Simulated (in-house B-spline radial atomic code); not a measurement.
# Strontium: what a pseudopotential does to hybrids, RPA and G0W0

A pseudopotential made with a local or semilocal functional is often used under other methods. How large is the error for strontium?

Each job solves three atoms with an in-house B-spline radial code, non-relativistic and spherical, high spin: all electrons (AE), all electrons with the core left uncorrelated (FC), and the pseudo-atom (PS, semilocal channels for the l listed, the local potential above). Empty states run to l = 8; the Hartree-Fock start is not run with a model core. The AE exchange self-energy holds core-valence exchange, which PS lacks and its potential largely offsets, so that difference is no error by itself. The code writes a record and no log. All values are calculated.

## 1. Sr²⁺, LDA, core 1s 2s 2p 3s 3p 3d 4s, radii × 0.8

Contents of settings:

```
Z = 38
electrons = 36.0
configuration = [Ar] 3d10 4s2 4p6
generated_in = [Ar] 3d10 4s2 4p6
functional = lda,vwn
core_shells = 7
radius_factor = 0.8
core_correction = False
ion_configuration = None
```

From the record: radii s 2.565, p 1.064, d 1.495, local 1.289 bohr. Reference levels, all-electron and pseudo (hartree): 4p -1.34478, -1.34476.

Levels in eV; differences are from AE. Left out are levels of quasi-particle weight under 0.75 (0.6 for the top and for empty ones), unbound levels and those not matched in AE and PS.

```tsv
start	level	mean field AE	PS − AE	G0W0 AE	FC − AE	PS − AE	exchange self-energy PS − AE
LDA	4p	-36.59	+0.00	-43.12	-0.35	+0.65	+8.51
LDA	4d (empty)	-13.67	+0.00	-9.46	+0.26	+0.11	+2.59
PBE0	4p	-38.39	+0.33	-43.26	-0.30	+0.80	+8.33
PBE0	5s (empty)	-12.55	-0.30	-10.84	+0.08	-0.53	+0.02
Hartree-Fock	4p	-42.96	+1.89	-43.60	-0.18	+0.90	+8.17
Hartree-Fock	5s (empty)	-10.27	-0.87	-10.80	+0.05	-0.62	-0.40
```

```tsv
start	valence RPA correlation, FC (hartree)	PS (hartree)	RPA polarisability (no kernel), AE (bohr³)	PS (bohr³)	ionisation by RPA, AE (eV)	PS − AE (eV)
LDA	-0.2722	-0.4064	5.45	5.70	–	–
PBE0	-0.2536	-0.3853	5.01	5.36	–	–
Hartree-Fock	-0.2110	-0.3313	4.16	4.85	–	–
```

It took 24 s on 1 thread of Arm Neoverse N1, shared host.

## 2. Sr²⁺, LDA, core 1s 2s 2p 3s 3p 3d 4s, radii × 0.8, model core, made in [Kr] 5s2

Contents of settings:

```
Z = 38
electrons = 36.0
configuration = [Ar] 3d10 4s2 4p6
generated_in = [Kr] 5s2
functional = lda,vwn
core_shells = 7
radius_factor = 0.8
core_correction = True
ion_configuration = None
```

From the record: radii s 2.951, p 1.064, d 1.656, local 1.347, model core 0.983 bohr. Reference levels, all-electron and pseudo (hartree): 4p -0.84448, -0.84446; 5s -0.13178, -0.13178.

Levels in eV; differences are from AE. Left out are levels of quasi-particle weight under 0.75 (0.6 for the top and for empty ones), unbound levels and those not matched in AE and PS.

```tsv
start	level	mean field AE	PS − AE	G0W0 AE	FC − AE	PS − AE	exchange self-energy PS − AE
LDA	4p	-36.59	+0.12	-43.12	-0.35	+0.76	+8.55
LDA	4d (empty)	-13.67	+0.04	-9.46	+0.26	+0.12	+2.60
PBE0	4p	-38.39	+1.08	-43.26	-0.30	+1.60	+8.59
PBE0	5s (empty)	-12.55	-0.36	-10.84	+0.08	-0.60	-0.27
```

```tsv
start	valence RPA correlation, FC (hartree)	PS (hartree)	RPA polarisability (no kernel), AE (bohr³)	PS (bohr³)	ionisation by RPA, AE (eV)	PS − AE (eV)
LDA	-0.2722	-0.4105	5.45	5.79	–	–
PBE0	-0.2536	-0.3864	5.01	5.69	–	–
```

Wall time 22 s (1 thread of Arm Neoverse N1, shared host).

## 3. Sr²⁺, PBE, core 1s 2s 2p 3s 3p 3d 4s, radii × 0.9, made in [Kr] 5s2

Contents of settings:

```
Z = 38
electrons = 36.0
configuration = [Ar] 3d10 4s2 4p6
generated_in = [Kr] 5s2
functional = pbe,pbe
core_shells = 7
radius_factor = 0.9
core_correction = False
ion_configuration = None
```

From the record: radii s 3.388, p 1.197, d 1.837, local 1.526 bohr. Reference levels, all-electron and pseudo (hartree): 4p -0.84303, -0.84300; 5s -0.12783, -0.12784.

Levels in eV; differences are from AE. Left out are levels of quasi-particle weight under 0.75 (0.6 for the top and for empty ones), unbound levels and those not matched in AE and PS.

```tsv
start	level	mean field AE	PS − AE	G0W0 AE	FC − AE	PS − AE	exchange self-energy PS − AE
PBE	4p	-36.45	+0.19	-43.11	-0.36	+1.26	+8.44
PBE	4d (empty)	-13.56	+0.11	-9.50	+0.25	+0.38	+2.53
PBE0	4p	-38.39	+0.77	-43.26	-0.30	+1.29	+8.41
PBE0	5s (empty)	-12.55	-0.25	-10.84	+0.08	-0.49	-0.00
Hartree-Fock	4p	-42.96	+2.35	-43.60	-0.18	+1.38	+8.25
Hartree-Fock	5s (empty)	-10.27	-0.85	-10.80	+0.05	-0.58	-0.51
```

```tsv
start	valence RPA correlation, FC (hartree)	PS (hartree)	RPA polarisability (no kernel), AE (bohr³)	PS (bohr³)	ionisation by RPA, AE (eV)	PS − AE (eV)
PBE	-0.2723	-0.4014	5.45	5.80	–	–
PBE0	-0.2536	-0.3801	5.01	5.54	–	–
Hartree-Fock	-0.2110	-0.3281	4.16	5.02	–	–
```

Run time: 23 s. Hardware: 1 thread of Arm Neoverse N1, shared host.

## 4. Sr²⁺, PBE, core 1s 2s 2p 3s 3p 3d 4s, radii × 0.9, model core, made in [Kr] 5s2

settings, as its differences from that of step 3:

```diff
@@ -7,3 +7,3 @@
 radius_factor = 0.9
-core_correction = False
+core_correction = True
 ion_configuration = None
```

From the record: radii s 3.388, p 1.197, d 1.837, local 1.526, model core 0.983 bohr. Reference levels, all-electron and pseudo (hartree): 4p -0.84303, -0.84300; 5s -0.12783, -0.12784.

Levels in eV; differences are from AE. Left out are levels of quasi-particle weight under 0.75 (0.6 for the top and for empty ones), unbound levels and those not matched in AE and PS.

```tsv
start	level	mean field AE	PS − AE	G0W0 AE	FC − AE	PS − AE	exchange self-energy PS − AE
PBE	4p	-36.45	+0.17	-43.11	-0.36	+1.24	+8.45
PBE	4d (empty)	-13.56	+0.06	-9.50	+0.25	+0.32	+2.54
PBE0	4p	-38.39	+1.11	-43.26	-0.30	+1.67	+8.56
PBE0	5s (empty)	-12.55	-0.32	-10.84	+0.08	-0.55	-0.02
```

```tsv
start	valence RPA correlation, FC (hartree)	PS (hartree)	RPA polarisability (no kernel), AE (bohr³)	PS (bohr³)	ionisation by RPA, AE (eV)	PS − AE (eV)
PBE	-0.2723	-0.4013	5.45	5.82	–	–
PBE0	-0.2536	-0.3787	5.01	5.70	–	–
```

Run time: 22 s. Hardware: 1 thread of Arm Neoverse N1, shared host.

## 5. Sr²⁺, PBE, core 1s 2s 2p 3s 3p 3d 4s, radii × 1, made in [Kr] 5s2

settings, as its differences from that of step 4:

```diff
@@ -6,4 +6,4 @@
 core_shells = 7
-radius_factor = 0.9
-core_correction = True
+radius_factor = 1.0
+core_correction = False
 ion_configuration = None
```

From the record: radii s 3.4, p 1.33, d 2.041, local 1.64 bohr. Reference levels, all-electron and pseudo (hartree): 4p -0.84303, -0.84306; 5s -0.12783, -0.12783.

Levels in eV; differences are from AE. Left out are levels of quasi-particle weight under 0.75 (0.6 for the top and for empty ones), unbound levels and those not matched in AE and PS.

```tsv
start	level	mean field AE	PS − AE	G0W0 AE	FC − AE	PS − AE	exchange self-energy PS − AE
PBE	4p	-36.45	+0.19	-43.11	-0.36	+1.27	+8.43
PBE	4d (empty)	-13.56	+0.11	-9.50	+0.25	+0.39	+2.53
PBE0	4p	-38.39	+0.77	-43.26	-0.30	+1.31	+8.40
PBE0	5s (empty)	-12.55	-0.25	-10.84	+0.08	-0.49	-0.00
Hartree-Fock	4p	-42.96	+2.36	-43.60	-0.18	+1.38	+8.25
Hartree-Fock	5s (empty)	-10.27	-0.85	-10.80	+0.05	-0.58	-0.51
```

```tsv
start	valence RPA correlation, FC (hartree)	PS (hartree)	RPA polarisability (no kernel), AE (bohr³)	PS (bohr³)	ionisation by RPA, AE (eV)	PS − AE (eV)
PBE	-0.2723	-0.4009	5.45	5.80	–	–
PBE0	-0.2536	-0.3797	5.01	5.54	–	–
Hartree-Fock	-0.2110	-0.3278	4.16	5.03	–	–
```

Wall time 24 s (1 thread of Arm Neoverse N1, shared host).

## 6. What the core costs

Of the filled levels shown, the one that moves most in G0W0 on the functional of the generation (eV):

| pseudo-atom | level | PS − AE | FC − AE | exchange self-energy PS − AE |
| --- | --- | --- | --- | --- |
| Sr²⁺, LDA, core 1s 2s 2p 3s 3p 3d 4s, radii × 0.8 | 4p | +0.65 | -0.35 | +8.51 |
| Sr²⁺, LDA, core 1s 2s 2p 3s 3p 3d 4s, radii × 0.8, model core, made in [Kr] 5s2 | 4p | +0.76 | -0.35 | +8.55 |
| Sr²⁺, PBE, core 1s 2s 2p 3s 3p 3d 4s, radii × 0.9, made in [Kr] 5s2 | 4p | +1.26 | -0.36 | +8.44 |
| Sr²⁺, PBE, core 1s 2s 2p 3s 3p 3d 4s, radii × 0.9, model core, made in [Kr] 5s2 | 4p | +1.24 | -0.36 | +8.45 |
| Sr²⁺, PBE, core 1s 2s 2p 3s 3p 3d 4s, radii × 1, made in [Kr] 5s2 | 4p | +1.27 | -0.36 | +8.43 |

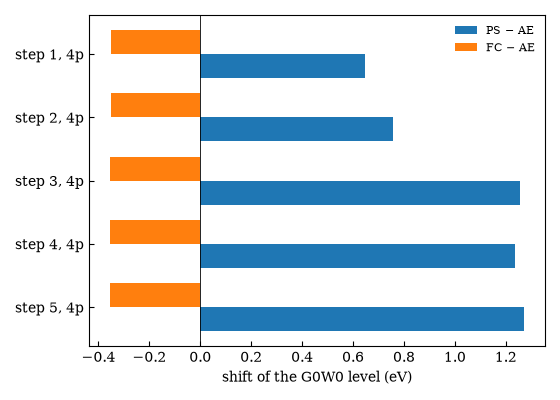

Shift of the level that moves most, for each pseudo-atom in the order of the table.

For these levels the shift runs from 0.65 eV (Sr²⁺, LDA, core 1s 2s 2p 3s 3p 3d 4s, radii × 0.8) to 1.27 eV (Sr²⁺, PBE, core 1s 2s 2p 3s 3p 3d 4s, radii × 1, made in [Kr] 5s2). On other starts it reaches +1.67 eV (4p, PBE0). Leaving the core uncorrelated shifts some of these levels the other way or by more than the total, so the pseudopotential's own error works against it there, and can outweigh it. Without relativity so heavy an atom is a model system. The radii follow a simple rule and aren't optimised.
